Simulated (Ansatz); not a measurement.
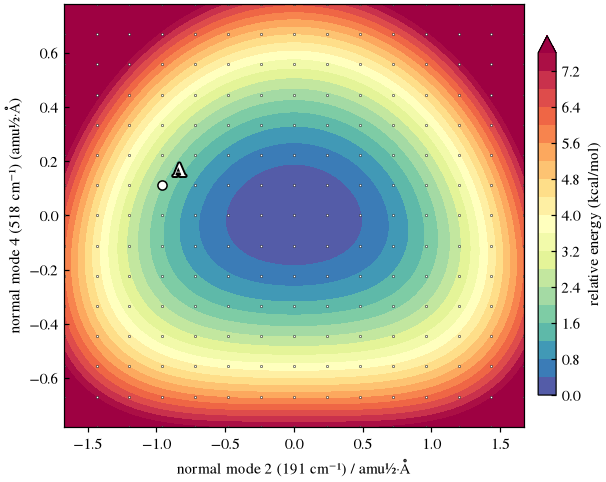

CCl2Si, SMILES ClC#[Si]Cl. 
- First axis: normal mode 2 (191 cm⁻¹). Second axis: normal mode 4 (518 cm⁻¹).
- Nothing is relaxed (straight displacements along the two mass-weighted modes).
- The scan uses a 15 × 15 grid; 120 points were computed and 105 follow by symmetry.
- Points are written as (first, second).
- Energies: kcal/mol, counted from the relaxed molecule at the same level.
- Method: Ansatz, RKS PBE0-D4/def2-SVP.

Drawn: filled contours, dots at the grid points, one colour for all values above the top of the scale, the point A. Between grid points the surface is interpolated.

Is A at rest? If not, where is it pushed?

Answer. A, at (−0.957 amu½·Å, 0.111 amu½·Å), is not a stationary point. The computed force is 4.3 kcal/mol for each amu½·Å towards larger values of normal mode 2 (191 cm⁻¹) and 4.1 kcal/mol for each amu½·Å towards smaller values of normal mode 4 (518 cm⁻¹).
